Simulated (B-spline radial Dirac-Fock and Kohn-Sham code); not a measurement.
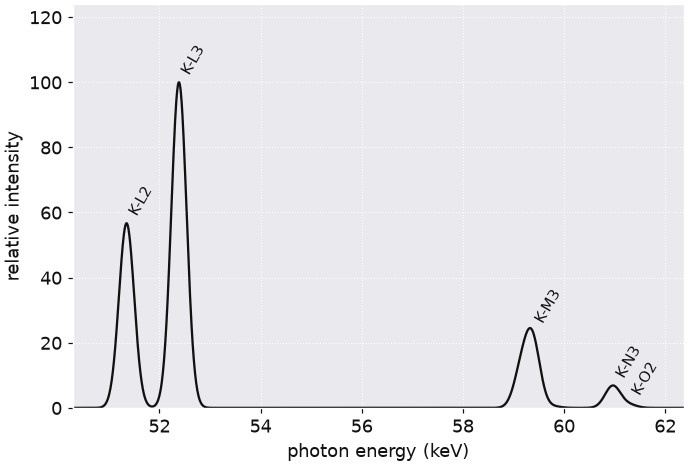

X-ray emission lines that fill a K (1s) hole, broadened by a Gaussian of 350 eV full width, as by a silicon detector. Multiplet splitting by the open shell is left out. The figure is for atomic Yb in the configuration [Xe] 4f14 5d1 6s1, which is not the ground configuration. The calculation used independent-particle rates on relativistic LDA orbitals of the hole state (multipoles to L = 3), energies from Dirac–Fock ΔSCF (a B-spline radial code).

**Which line is the strongest, where is it and what share of the photons does it carry?**

K-L3 (Kα1) at 52.385 keV, 51.1 % of the radiative decays.

**What is the ratio of Kβ to Kα photons?**

0.25 in this model, which runs about 8 % low for Kβ.
